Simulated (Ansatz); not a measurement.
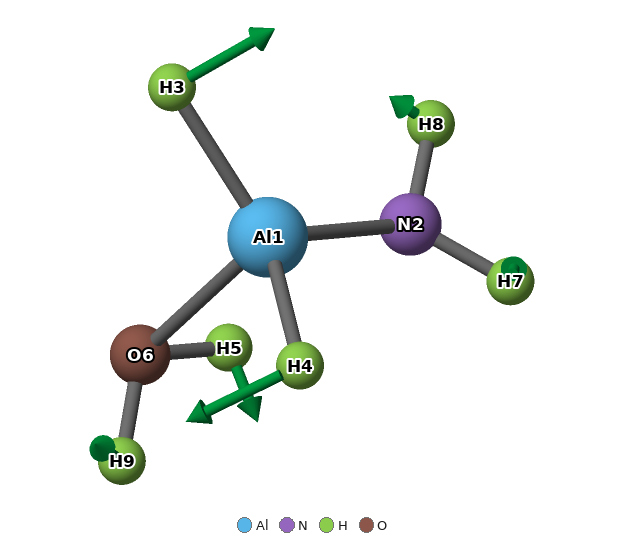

The arrows show one normal mode. Harmonic vibrations computed with RKS PBE0-D4/def2-TZVP (Ansatz 0.2.0) at a stationary point of the same level.

Question: Describe the motion.

Answer: Mostly H–Al–O bending.

Question: At what wavenumber does it lie?

Answer: 448 cm⁻¹; it is mode 6 of 21 counted from the lowest.
